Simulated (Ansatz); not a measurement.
**F₂H₅NOSi₂: basis-set convergence**

Aim: see how fast density functionals converge with the basis set for F₂H₅NOSi₂.

Program: Ansatz 0.2.0, Gaussian basis. Level of theory: one geometry, several basis sets. These are calculated values, not measurements.

Levels to be run: PBE0-D4/def2-SVP; ωB97M-V/def2-SVP; PBE0-D4/def2-QZVPP; ωB97M-V/def2-QZVPP; the functionals' def2-TZVPP values are taken from earlier runs.

**1. The relaxed structure**

The geometry comes from an earlier relaxation with PBE0-D4 in a triple-zeta def2 set; it is a stationary point, not always the lowest conformer.

11 atoms, charge 0, spin multiplicity 1.

Atoms are counted from 1 here; the program's logs count them from 0.

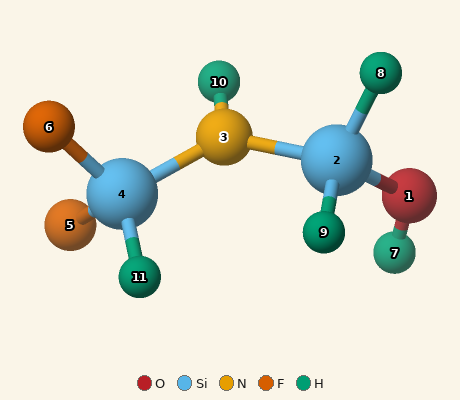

The geometry (oxygen red, silicon blue, nitrogen amber, fluorine orange, hydrogen teal); atoms are numbered from 1 in the order of the file.

**2. PBE0-D4 in def2-SVP**

in.yaml reads:

```yaml
crystal:
  periodic: [false, false, false]
  atoms:
    - {symbol: O, position_ang: [-0.870482, -2.359448, 0.183106]}
    - {symbol: Si, position_ang: [-0.732687, -0.857576, 0.828836]}
    - {symbol: N, position_ang: [0.639915, 0.015872, 0.241113]}
    - {symbol: Si, position_ang: [0.681059, 1.418697, -0.707298]}
    - {symbol: F, position_ang: [1.589935, 1.199704, -1.991420]}
    - {symbol: F, position_ang: [1.367404, 2.625647, 0.061272]}
    - {symbol: H, position_ang: [-0.973971, -2.436689, -0.766520]}
    - {symbol: H, position_ang: [-0.602598, -1.109005, 2.278720]}
    - {symbol: H, position_ang: [-1.900944, -0.001536, 0.503980]}
    - {symbol: H, position_ang: [1.540601, -0.363120, 0.509019]}
    - {symbol: H, position_ang: [-0.672731, 1.810254, -1.120307]}
basis:
  gaussian: {orbitals: def2-SVP}
hamiltonian: {xc: pbe0, dispersion: d4}
output: {orbitals: {seedname: orbitals}}
```

Run with:

```
ansatz run in.yaml --threads 4 --pin off --events-out ev --progress --plain --max-ram 10444MiB
```

Log:

```text
Functional definition: PBE0
  name "PBE0"
  cite "Adamo & Barone, J. Chem. Phys. 110, 6158 (1999) doi:10.1063/1.478522"
  cite "Perdew, Burke & Ernzerhof, Phys. Rev. Lett. 77, 3865 (1996) doi:10.1103/PhysRevLett.77.3865"
  parent pbe
  parameter a = 0.25
  parameter kappa = 0.804
  parameter beta = 0.06672455060314922
  exchange = (1 - a)*pbe_x(kappa = kappa, mu = beta*pi^2/3) + a*exact_x
  correlation = pbe_c(beta = beta)
1115 factors; integrals over basis functions are off by at most 1.0e-3 eV
mean field evaluation 1: about -24776.5240 eV, gradient 7.3e1 eV
mean field evaluation 2: about -24767.3989 eV, gradient 9.9e1 eV
mean field evaluation 4: about -24785.5342 eV, gradient 3.6e0 eV
mean field evaluation 8: about -24785.6337 eV, gradient 2.0e-1 eV
mean field evaluation 16: about -24785.6337 eV, gradient 6.8e-5 eV
mean field -24785.63372899 eV, -910.8552392344 hartree, gradient 1.0e-5 eV, S^2 0.000000; 0 other end points of the search recorded, 0 dependent functions left out
reference -24785.63375622 eV, -910.8552402351 hartree; 33, 33 occupied and 84, 84 virtual orbitals, 1115 factors
Total energy: -24785.84791094 eV, -910.8631102761 hartree
```

It took 0.7 s on 4 threads of AMD EPYC 9R45, shared host; peak memory 0.26 GiB.

**3. ωB97M-V in def2-SVP**

Changes to in.yaml since step 2:

```diff
@@ -16,3 +16,3 @@
   gaussian: {orbitals: def2-SVP}
-hamiltonian: {xc: pbe0, dispersion: d4}
+hamiltonian: {xc: {name: wB97M-V}}
 output: {orbitals: {seedname: orbitals}}
```

Launched as before.

Log, shortened:

```text
Functional definition: wB97M-V
  name "wB97M-V"
  cite "Mardirossian & Head-Gordon, J. Chem. Phys. 144, 214110 (2016) doi:10.1063/1.4952647"
  cite "Becke, J. Chem. Phys. 107, 8554 (1997) doi:10.1063/1.475007"
  cite "Vydrov & Van Voorhis, J. Chem. Phys. 133, 244103 (2010) doi:10.1063/1.3521275"
  # Of w^i u^j: cxij and so on, Table III.
[...]
  gx(w, u) = 1 - cx + cx01*u + cx10*w
  gss(w, u) = css00 + css04*u^4 + css10*w + css20*w^2 + css43*w^4*u^3
  gos(w, u) = cos00 + cos10*w + (cos20 + cos21*u)*w^2 + (cos60 + cos61*u)*w^6
[...]
      + integral(e_c_pw_mod_opposite_spin*gos(b97_w_opposite, b97_u_opposite)) + vv10(b, c)
1115 factors; integrals over basis functions are off by at most 1.0e-3 eV
340 factors; integrals over basis functions are off by at most 8.1e-6 eV
[...]
mean field -24797.78147825 eV, -911.3016607856 hartree, gradient 3.4e-5 eV, S^2 0.000000; 0 other end points of the search recorded, 0 dependent functions left out
reference -24797.78152157 eV, -911.3016623779 hartree; 33, 33 occupied and 84, 84 virtual orbitals, 1115 factors
Total energy: -24797.78152157 eV, -911.3016623779 hartree
```

Wall time 2.2 s (4 threads of AMD EPYC 9R45, shared host); peak memory 0.39 GiB.

**4. PBE0-D4 in def2-QZVPP**

Changes to in.yaml since step 3:

```diff
@@ -15,4 +15,4 @@
 basis:
-  gaussian: {orbitals: def2-SVP}
-hamiltonian: {xc: {name: wB97M-V}}
+  gaussian: {orbitals: "def2-QZVPP.json"}
+hamiltonian: {xc: pbe0, dispersion: d4}
 output: {orbitals: {seedname: orbitals}}
```

Same command.

Log:

```text
Functional definition: PBE0
  name "PBE0"
  cite "Adamo & Barone, J. Chem. Phys. 110, 6158 (1999) doi:10.1063/1.478522"
  cite "Perdew, Burke & Ernzerhof, Phys. Rev. Lett. 77, 3865 (1996) doi:10.1103/PhysRevLett.77.3865"
  parent pbe
  parameter a = 0.25
  parameter kappa = 0.804
  parameter beta = 0.06672455060314922
  exchange = (1 - a)*pbe_x(kappa = kappa, mu = beta*pi^2/3) + a*exact_x
  correlation = pbe_c(beta = beta)
1799 factors; their error is unknown
mean field evaluation 1: about -24792.5440 eV, gradient 8.6e1 eV
mean field evaluation 2: about -24776.9939 eV, gradient 1.2e2 eV
mean field evaluation 4: about -24804.1433 eV, gradient 6.1e0 eV
mean field evaluation 8: about -24804.1971 eV, gradient 1.2e-1 eV
mean field evaluation 16: about -24804.2139 eV, gradient 1.1e-4 eV
mean field -24804.21385676 eV, -911.5380463358 hartree, gradient 3.8e-5 eV, S^2 0.000000; 0 other end points of the search recorded, 0 dependent functions left out
reference -24804.21389679 eV, -911.5380478069 hartree; 33, 33 occupied and 485, 485 virtual orbitals, 1799 factors
Total energy: -24804.42805151 eV, -911.5459178479 hartree
```

It took 5 s on 4 threads of AMD EPYC 9R45, shared host; peak memory 2.2 GiB.

**5. ωB97M-V in def2-QZVPP**

Changes to in.yaml since step 4:

```diff
@@ -16,3 +16,3 @@
   gaussian: {orbitals: "def2-QZVPP.json"}
-hamiltonian: {xc: pbe0, dispersion: d4}
+hamiltonian: {xc: {name: wB97M-V}}
 output: {orbitals: {seedname: orbitals}}
```

The command is unchanged.

Log, shortened:

```text
Functional definition: wB97M-V
  name "wB97M-V"
  cite "Mardirossian & Head-Gordon, J. Chem. Phys. 144, 214110 (2016) doi:10.1063/1.4952647"
  cite "Becke, J. Chem. Phys. 107, 8554 (1997) doi:10.1063/1.475007"
  cite "Vydrov & Van Voorhis, J. Chem. Phys. 133, 244103 (2010) doi:10.1063/1.3521275"
  # Of w^i u^j: cxij and so on, Table III.
[...]
  gx(w, u) = 1 - cx + cx01*u + cx10*w
  gss(w, u) = css00 + css04*u^4 + css10*w + css20*w^2 + css43*w^4*u^3
  gos(w, u) = cos00 + cos10*w + (cos20 + cos21*u)*w^2 + (cos60 + cos61*u)*w^6
[...]
      + integral(e_c_pw_mod_opposite_spin*gos(b97_w_opposite, b97_u_opposite)) + vv10(b, c)
1759 factors; their error is unknown
394 factors; integrals over basis functions are off by at most 9.3e-6 eV
[...]
mean field -24816.52942636 eV, -911.9906351710 hartree, gradient 8.9e-6 eV, S^2 0.000000; 0 other end points of the search recorded, 0 dependent functions left out
reference -24816.52949276 eV, -911.9906376111 hartree; 33, 33 occupied and 485, 485 virtual orbitals, 1759 factors
Total energy: -24816.52949276 eV, -911.9906376111 hartree
```

Run time: 9.5 s. Hardware: 4 threads of AMD EPYC 9R45, shared host; peak memory 2.6 GiB.

**6. Functionals by basis**

The def2-TZVPP values come from earlier runs at the same geometry.

| functional | basis | functions | energy (eV) | from the largest (eV) | HOMO (eV) | LUMO (eV) |
| --- | --- | --- | --- | --- | --- | --- |
| PBE0-D4 | def2-SVP | 117 | -24785.8479 | 18.580 | -8.50 | 1.03 |
| PBE0-D4 | def2-TZVPP | 278 | -24803.3342 | 1.094 | -8.64 | 0.27 |
| PBE0-D4 | def2-QZVPP | 518 | -24804.4281 | 0.000 | -8.67 | -0.04 |
| ωB97M-V | def2-SVP | 117 | -24797.7815 | 18.748 | -10.84 | 2.77 |
| ωB97M-V | def2-TZVPP | 278 | -24815.5134 | 1.016 | -11.00 | 1.77 |
| ωB97M-V | def2-QZVPP | 518 | -24816.5295 | 0.000 | -11.04 | 1.23 |

**7. Outcome**

| quantity | value |
| --- | --- |
| PBE0-D4: double and triple zeta above quadruple | 18.58, 1.09 eV |
| ωB97M-V: double and triple zeta above quadruple | 18.75, 1.02 eV |

For PBE0-D4 the step from double to triple zeta gains 17.49 eV and the next only 1.09 eV. Total energies overstate the basis error of differences, where much of it tends to cancel. The LUMO of ωB97M-V is positive and keeps falling with the basis (2.77 to 1.23 eV): an unbound level that the basis holds in place.

For PBE0-D4 the largest set took about 7 times as long as the smallest (5 s against 0.7 s).
